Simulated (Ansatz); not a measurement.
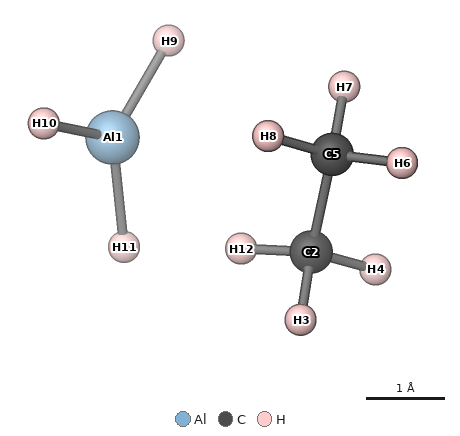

Starting structure of C$_{2}$H$_{9}$Al. The picture is a ball-and-stick view, seen from a free direction.

The run prepares an end point of a later path (reaction) calculation, from a guessed geometry.

Level of theory: RKS r2SCAN-D4/def2-SVP (Ansatz).

Input file:
```yaml
crystal:
  periodic: [false, false, false]
  atoms:
    - { symbol: Al, position_ang: [-0.135406, -0.296325, -0.409304] }
    - { symbol: C, position_ang: [0.064823, -0.293549, 2.7527] }
    - { symbol: H, position_ang: [-0.837604, -0.536387, 3.335542] }
    - { symbol: H, position_ang: [0.916685, -0.792737, 3.242047] }
    - { symbol: C, position_ang: [0.282359, 1.211817, 2.647441] }
    - { symbol: H, position_ang: [0.388711, 1.669137, 3.64478] }
    - { symbol: H, position_ang: [1.192142, 1.458878, 2.080238] }
    - { symbol: H, position_ang: [-0.563242, 1.718196, 2.153052] }
    - { symbol: H, position_ang: [1.302245, 0.30688, -0.725838] }
    - { symbol: H, position_ang: [-1.444441, 0.568174, -0.681854] }
    - { symbol: H, position_ang: [-0.266538, -1.750204, 0.160831] }
    - { symbol: H, position_ang: [-0.056834, -0.817579, 1.776064] }
basis:
  gaussian: { orbitals: def2-SVP }
hamiltonian:
  xc: r2scan
  dispersion: d4
relax:
  f_tol: 0.03
  max_steps: 50
output:
  orbitals: {}
```

Run as
```bash
ansatz run input.yaml --threads 2 --pin off --max-ram 3072MiB --backend cpu --events-out ev --progress --plain --runs-dir out
```

What does the optimiser find from here?

The atom that moves furthest after the best rigid fit is H3 (1.21 Å). By element the largest moves are H 1.21 Å, Al 0.46 Å, C 0.41 Å. Among the contacts that change: Al1–H3 3.818 → 2.323 Å, Al1–C2 3.168 → 2.690 Å, Al1–H11 1.567 → 1.591 Å, C2–H3 1.101 → 1.107 Å. Bond angles that change, for instance: H3–C2–H12 105.7° → 111.2°, C5–C2–H12 114.8° → 110.9°, H3–C2–H4 107.4° → 105.0°. Over 21 accepted moves (22 points after the start) the energy falls by 0.232 eV. The largest force component goes from 0.44 to 0.015 eV/Å. The line search rejected the trial step at point 13 of the run. The forces were under the threshold at step 11, but the run went on from there.

Final geometry:

```xyz
12

Al   -0.4043   -0.5601   -0.1495
C     0.2610   -0.1387    2.4229
H    -0.7749   -0.4071    2.1388
H     0.5161   -0.8195    3.2499
C     0.3710    1.3322    2.7950
H    -0.2981    1.5788    3.6335
H     1.3974    1.5915    3.0957
H     0.0971    1.9816    1.9492
H     0.9251    0.0808   -0.7516
H    -1.7081    0.3452   -0.0315
H    -0.5180   -2.1399    0.0063
H     0.9787   -0.3985    1.6169
```

After the run, drawn alike:

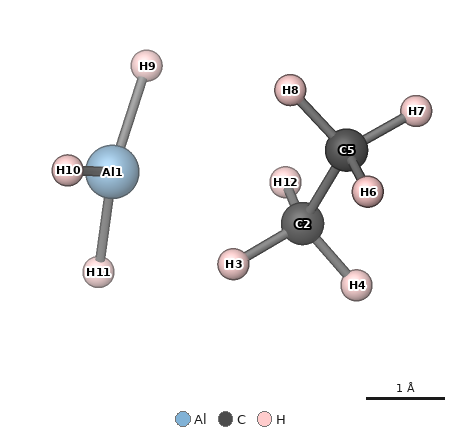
